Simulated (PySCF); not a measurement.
# LaF3(NH3): how tightly the ligands are held

What does it cost to pull a ligand from LaF3(NH3)? The species was built from a template and needn't be a known compound.

Method: PBE0, La def2-SVP with ECP46, F def2-SVP, N def2-SVP, H def2-SVP; scalar-relativistic core potentials, no spin–orbit coupling; program: PySCF 2.14.0.

1 further run of the same task is left out (for a known fault of the program).

### Step 1. The starting structure

8 atoms, charge 0, spin multiplicity 1.

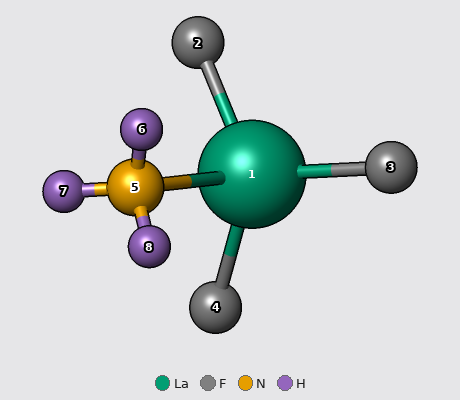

The structure; lanthanum teal, fluorine grey, nitrogen amber, hydrogen purple; atoms are numbered from 1 in the order of the file.

Geometry (Å):

```
La    0.1175   -0.1175    0.1175
F     1.2052    1.4012    1.2052
F    -1.4012   -1.2052    1.2052
F     1.2052   -1.2052   -1.4012
N    -1.4556    1.4556   -1.4556
H    -2.0697    2.0697   -0.9169
H    -0.9169    2.0697   -2.0697
H    -2.0697    0.9169   -2.0697
```

Formal oxidation states: La +3. An earlier session relaxed this geometry at PBE0, La def2-SVP with ECP46, F def2-SVP, N def2-SVP, H def2-SVP (singlet, point group C3v).

### Step 2. F taken off

The ligand (atom 2) keeps its formal charge and a closed shell where it can; ligand and rest are solved at the complex's geometry, in vacuum, with the settings of the relaxation.

```csv
part,charge,state,energy (Eh)
complex,0,singlet,-387.324042
ligand,-1,singlet,-99.594968
rest,1,singlet,-287.343832
```

Run time: 1.2 s. Hardware: 2 threads of Intel Xeon Platinum 8375C at 2.90GHz (Ice Lake), shared host.

### Step 3. Rigid scan of F

Atom 2 moves along the line from atom 1; the distance is to the donor, the donors' midpoint or the ring centre. Each point starts from the density of the one before.

```csv
distance (Å),energy from the relaxed point (eV)
1.86,1.271
1.96,0.483
2.06,0.103
2.16,0.000
2.26,0.079
2.36,0.274
2.56,0.846
2.86,1.842
3.26,3.080
3.76,4.284
```

It took 13 s on 2 threads of Intel Xeon Platinum 8375C at 2.90GHz (Ice Lake), shared host.

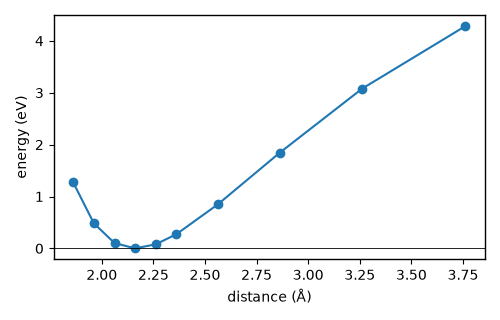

Energy along the rigid scan of F.

### Step 4. NH3 taken off

The ligand (atoms 5, 6, 7, 8) keeps its formal charge and a closed shell where it can; ligand and rest are solved at the complex's geometry, in vacuum, with the settings of the relaxation.

```csv
part,charge,state,energy (Eh)
complex,0,singlet,-387.324042
ligand,0,singlet,-56.440747
rest,0,singlet,-330.836107
```

Wall time 0.6 s (2 threads of Intel Xeon Platinum 8375C at 2.90GHz (Ice Lake), shared host).

### Step 5. Rigid scan of NH3

Atoms 5, 6, 7, 8 move together along the line from atom 1; the distance is to the donor, the donors' midpoint or the ring centre. Each point starts from the density of the one before.

```csv
distance (Å),energy from the relaxed point (eV)
2.42,0.266
2.52,0.102
2.62,0.022
2.72,0.000
2.82,0.016
2.92,0.058
3.12,0.180
3.42,0.387
3.82,0.625
4.32,0.836
```

Wall time 12 s (2 threads of Intel Xeon Platinum 8375C at 2.90GHz (Ice Lake), shared host).

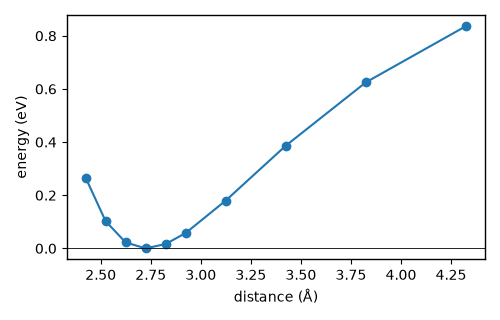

Energy along the rigid scan of NH3.

### Step 6. Summary of results

| quantity | value |
| --- | --- |
| taking off F | 10.48 eV |
| stiffness of the F contact | 18.2 eV/Å² |
| taking off NH3 | 1.28 eV |
| stiffness of the NH3 contact | 3.9 eV/Å² |

Taking off F as a fragment of charge -1 costs 10.48 eV, much of it the attraction of the two charges. Near 2.16 Å the F contact has a stiffness of about 18.2 eV/Å², and the energy stands 4.28 eV higher at 3.76 Å. Taking off NH3 as a fragment of charge +0 costs 1.28 eV. Near 2.72 Å the NH3 contact has a stiffness of about 3.9 eV/Å², and the energy stands 0.84 eV higher at 4.32 Å. The free anion is solved without diffuse functions, no counterpoise correction is made, and the parts aren't relaxed; each of these makes the binding look larger. The bases are small and lack diffuse functions. Spin–orbit coupling is left out.
